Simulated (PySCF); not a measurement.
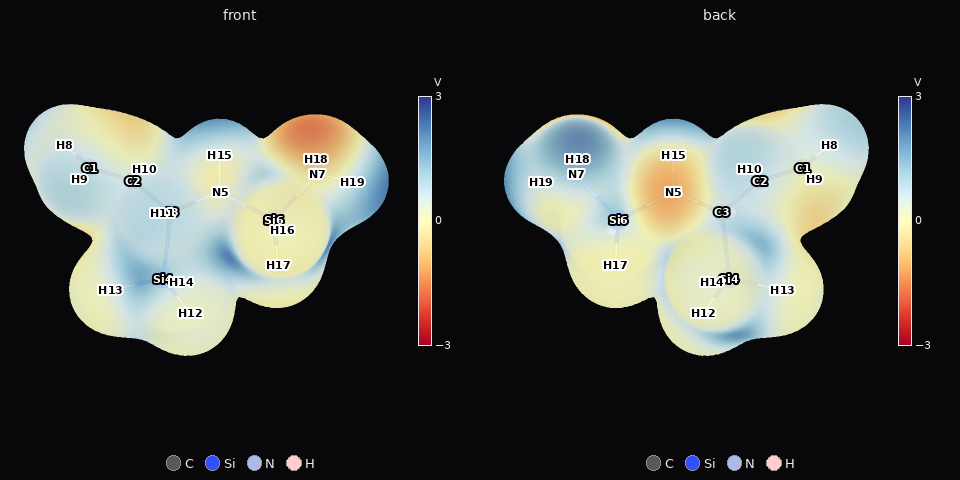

C3H12N2Si2. The electrostatic potential painted on the density surface at 0.004 e/bohr³, seen from the front and from behind; the colour scale runs from red (negative) to blue (positive).

Geometry: GFN2-xTB.

Level of theory: PySCF 2.14.0, CAM-B3LYP/def2-SVPD, SCF density, gas phase.

| atom | x (Å) | y (Å) | z (Å) |
| --- | --- | --- | --- |
| C | -2.0742 | 2.1717 | -0.8720 |
| C | -1.2056 | 1.1841 | -1.0037 |
| C | -0.6526 | 0.3717 | 0.1185 |
| Si | -1.6458 | -1.2696 | 0.2006 |
| N | 0.7682 | 0.1657 | -0.0845 |
| Si | 1.7782 | -0.8627 | 0.8456 |
| N | 3.3488 | -0.4968 | 0.2250 |
| H | -2.4552 | 2.7177 | -1.7183 |
| H | -2.4474 | 2.4686 | 0.0951 |
| H | -0.8386 | 0.9043 | -1.9828 |
| H | -0.8358 | 0.9103 | 1.0640 |
| H | -1.3765 | -1.9503 | 1.4673 |
| H | -3.0643 | -0.9056 | 0.1369 |
| H | -1.2981 | -2.1195 | -0.9365 |
| H | 1.2137 | 1.0280 | -0.3711 |
| H | 1.8900 | -0.5868 | 2.2853 |
| H | 1.2897 | -2.2337 | 0.6335 |
| H | 3.4693 | -0.5283 | -0.7750 |
| H | 4.1263 | -0.9596 | 0.6648 |

**Where is the surface potential most negative and most positive?**

The most negative region (about −1.6 V) lies over N7, the most positive (about +2.1 V) over Si6, H18 and H19. N7 is the likeliest acceptor of a hydrogen bond.

**How polar is the molecule by this calculation?**

Its dipole moment is 0.75 D.
